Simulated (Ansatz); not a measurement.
H$_{4}$OSi

| atom | x (Å) | y (Å) | z (Å) |
| --- | --- | --- | --- |
| Si | 0.2307 | -0.0149 | 0.0432 |
| O | 0.6271 | -0.1035 | 1.6495 |
| H | -0.0507 | -0.1910 | 2.3168 |
| H | 1.6208 | 0.0449 | -0.3633 |
| H | -0.5294 | 1.1908 | -0.3538 |
| H | -0.4780 | -1.2077 | -0.4738 |

Not at a stationary point (largest force 1.0 eV/Å).

These are results of RKS BHLYP/6-31G* (Ansatz), not measurements.

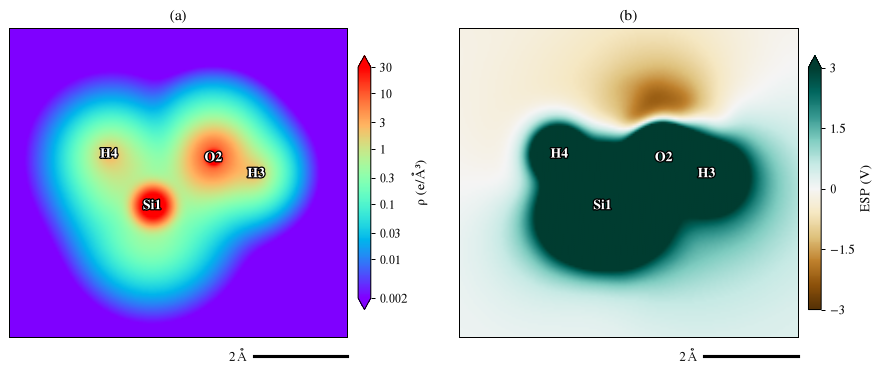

Figure 1. (a) total electron density; (b) electrostatic potential on the plane of atoms O2, Si1 and H4.

### What does the map show?

- Atoms in the plane: Si, O and H.
- Si–O (1.66 Å): the density is about 1.1 e/Å³ at the midpoint.
- O–H (0.96 Å): ρ at the midpoint is about 3.6 e/Å³.
- Si–H (1.45 Å): ρ at the midpoint is about 0.83 e/Å³.
- Outside the dense part of the molecule the potential is most negative (−2.2 V) near O2.

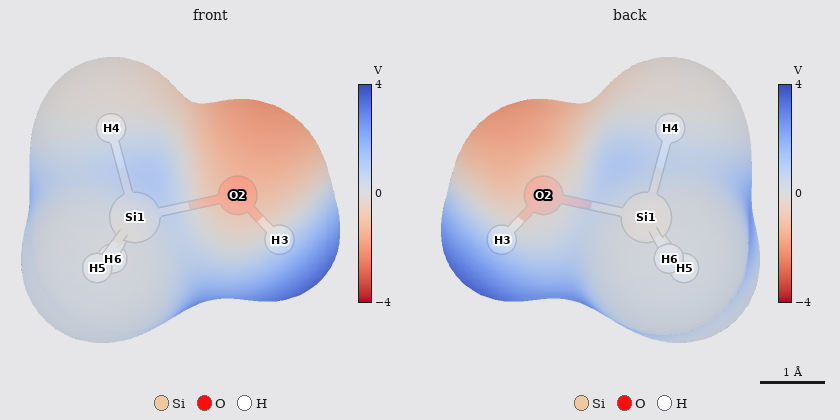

Figure 2. The electrostatic potential painted on the density surface at 0.004 e/bohr³, seen from the front and from behind; red is negative and blue positive.

### Where is the surface potential most negative and most positive?

The most negative region (about −1.9 V, or −44 kcal/mol for a unit charge) lies over O2, the most positive (about +3.3 V, or +76 kcal/mol for a unit charge) over H3. O2 is the likeliest acceptor of a hydrogen bond.

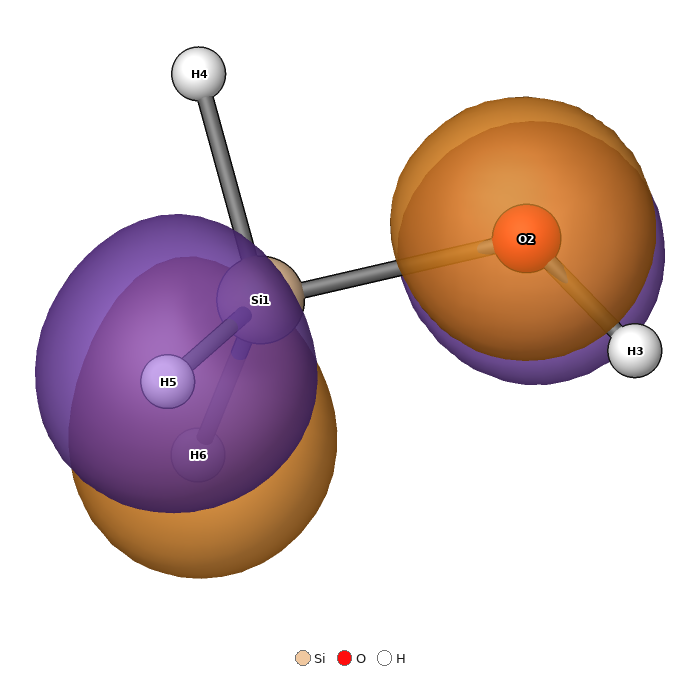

Figure 3. The HOMO at ±0.15 Å⁻³ᐟ² (orange and purple are the two phases), seen across its widest extent.

### Where does this orbital lie, and at what energy?

It lies mainly on O2 (about 45 %), Si1 (about 20 %), H5 (about 15 %) and H6 (about 15 %). Its energy is −10.05 eV.
